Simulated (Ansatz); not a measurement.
# Calculations on C₃H₁₀N₂

## 1. Relaxation

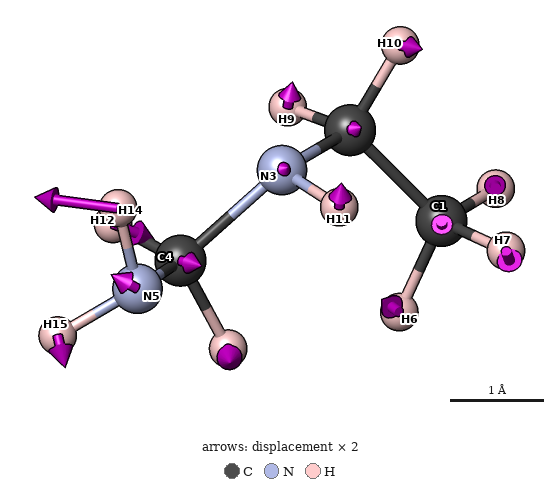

A relaxation of C$_{3}$H$_{10}$N$_{2}$. The starting structure is drawn; purple arrows show the displacements, 2 times their true length. The two geometries are superimposed by the best rigid fit.

A ball-and-stick model, seen from a free direction.

The run prepares an end point of a later path (torsion) calculation, from a guessed geometry.

The calculation used RKS B3LYP/def2-SVP in Ansatz 0.2.0.

Input file:
```yaml
crystal:
  periodic: [false, false, false]
  atoms:
    - { symbol: C, position_ang: [-1.8607, -0.3654, -0.397] }
    - { symbol: C, position_ang: [-0.6079, -1.1062, -0.3532] }
    - { symbol: "N", position_ang: [0.3731, -0.4894, 0.492] }
    - { symbol: C, position_ang: [1.0925, 0.6762, -0.0866] }
    - { symbol: "N", position_ang: [1.8877, 1.1176, 0.9486] }
    - { symbol: H, position_ang: [-1.7781, 0.6707, -0.8881] }
    - { symbol: H, position_ang: [-2.292, -0.159, 0.5982] }
    - { symbol: H, position_ang: [-2.6144, -0.8594, -0.9957] }
    - { symbol: H, position_ang: [-0.2074, -1.2455, -1.3213] }
    - { symbol: H, position_ang: [-0.8193, -2.0974, 0.0753] }
    - { symbol: H, position_ang: [-0.0225, -0.1928, 1.4069] }
    - { symbol: H, position_ang: [1.6182, 0.4091, -0.9559] }
    - { symbol: H, position_ang: [0.2547, 1.4789, -0.3552] }
    - { symbol: H, position_ang: [2.4105, 0.3304, 1.2751] }
    - { symbol: H, position_ang: [2.5439, 1.7815, 0.5863] }
basis:
  gaussian: { orbitals: def2-SVP }
hamiltonian:
  xc: b3lyp
relax:
  f_tol: 0.015
  max_steps: 40
```

Run as
```bash
ansatz run input.yaml --threads 2 --pin off --max-ram 3072MiB --backend cpu --events-out ev --progress --plain --runs-dir out
```

Which element moves most?

Answer. Hydrogen: up to 0.48 Å, against 0.18 Å for nitrogen.

Describe the change and its energy.

Answer. H14 moves most after the best rigid fit: 0.48 Å. By element the largest moves are H 0.48 Å, N 0.18 Å, C 0.15 Å. Near-neighbour distances that change, for instance: C1–C2 1.456 → 1.536 Å, C4–H13 1.191 → 1.114 Å, C4–N5 1.378 → 1.451 Å, C4–H12 1.050 → 1.114 Å. Bond angles that change, for instance: N3–C4–H13 106.0° → 114.6°, N3–C4–H12 111.4° → 106.6°, N3–C4–N5 103.8° → 108.3°. Over 7 geometry steps the energy falls by 66.4 kJ/mol. The largest force component goes from 5.1 to 0.013 eV/Å. The run took 28 s on 2 threads of Arm Neoverse V2, with other jobs on the host, peak memory 0.28 GiB.

## 2. Relaxation

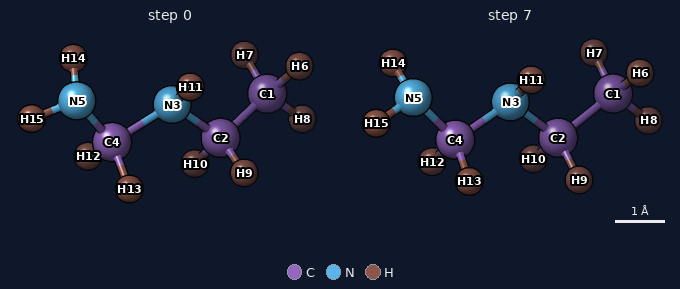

The structure of C$_{3}$H$_{10}$N$_{2}$ before (left) and after (right) a relaxation, at one scale.

Style: ball-and-stick. Shown at a tilt.

The run prepares an end point of a later path (torsion) calculation, from a guessed geometry.

Computed with Ansatz, RKS B3LYP/def2-SVP. Set-up: no spin polarisation; force threshold 0.015 eV/Å; at most 40 steps.

**Summarise the run.**

The atom that moves furthest after the best rigid fit is H14 (0.44 Å). By element the largest moves are H 0.44 Å, C 0.13 Å, N 0.12 Å. Near-neighbour distances that change, for instance: C4–H13 1.191 → 1.116 Å, C4–N5 1.378 → 1.451 Å, C1–C2 1.456 → 1.525 Å, C4–H12 1.050 → 1.114 Å. Bond angles that change, for instance: N3–C4–H13 106.0° → 113.5°, N3–C4–N5 103.8° → 108.5°, H6–C1–H8 103.0° → 107.5°. Over 6 accepted moves (7 points after the start) the energy falls by 15.2 kcal/mol. Largest force component: 4.9 eV/Å at the start, 0.014 eV/Å at the end. The line search rejected the trial step at point 3 of the run.

## 3. Path

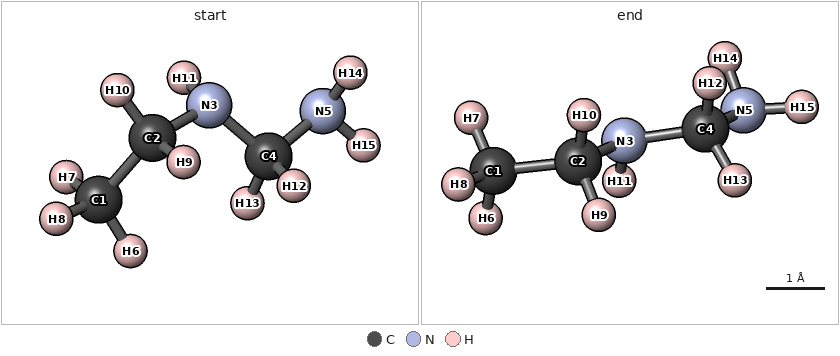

The two relaxed end points of a path for C$_{3}$H$_{10}$N$_{2}$. The picture is a ball-and-stick view, seen at a tilt.

Computed with Ansatz 0.2.0, RKS B3LYP/def2-SVP.

Settings: 7 movable images; climbing image; force threshold 0.05 eV/Å; iteration limit 60.

Start:
```xyz
15

C    -1.9264   -0.3266   -0.5237
C    -0.6432   -1.1332   -0.2740
N     0.3695   -0.5050    0.5574
C     1.0069    0.6863    0.0398
N     2.0621    1.0744    0.9575
H    -1.7256    0.6132   -1.0631
H    -2.4208   -0.0671    0.4282
H    -2.6453   -0.9065   -1.1263
H    -0.1772   -1.3863   -1.2439
H    -0.9105   -2.0982    0.1910
H     0.0279   -0.3215    1.5010
H     1.3477    0.4427   -0.9928
H     0.3312    1.5660   -0.0647
H     2.7896    0.3586    0.9730
H     2.4925    1.9526    0.6700
```

End:
```xyz
15

C    -2.1922   -0.7386   -0.1546
C    -0.7480   -0.5810   -0.6191
N     0.0288    0.2049    0.3219
C     1.4232    0.3825   -0.0195
N     2.0452    1.2113    0.9966
H    -2.6990    0.2399   -0.0942
H    -2.2293   -1.1975    0.8459
H    -2.7675   -1.3670   -0.8526
H    -0.7365   -0.1585   -1.6522
H    -0.2783   -1.5784   -0.7029
H    -0.3884    1.1258    0.4647
H     1.8652   -0.6339   -0.1311
H     1.5793    0.8885   -1.0020
H     2.0701    0.7104    1.8855
H     3.0056    1.4408    0.7431
```

Question: Predict the minimum-energy path and its barrier.

Answer: Forward barrier 9.7 kJ/mol, backward barrier 13.5 kJ/mol, with image 4 at the top; the reaction energy is −3.8 kJ/mol. The motion is a rotation about the C2–N3 bond by about 115°. No bond forms or breaks between the ends. Among the angles between lasting bonds that change up to the highest image: C1–C2–N3 116.6° → 112.9°, N3–C2–H10 107.8° → 110.6°. The band converged in 6 iterations. The largest component of the band force went from 6.2 to 0.041 eV/Å. The climbing image converged on the top of the path. Its vibrational analysis gives one imaginary mode (130i cm⁻¹), as a transition state must have.

Energies of the converged images:

```
image  path (Å)  E (kJ/mol)
    0      0.00         0.0
    1      0.57         1.1
    2      1.14         4.1
    3      1.71         7.9
    4      2.28         9.7
    5      2.88         7.4
    6      3.49         2.4
    7      4.10        -2.2
    8      4.70        -3.8
```

The geometry at the top of the path:

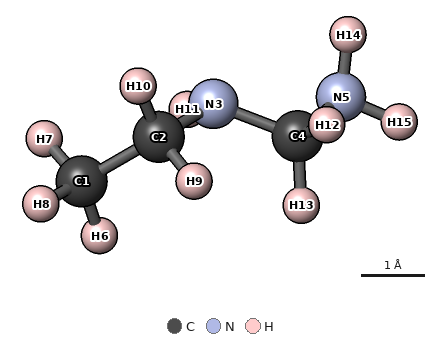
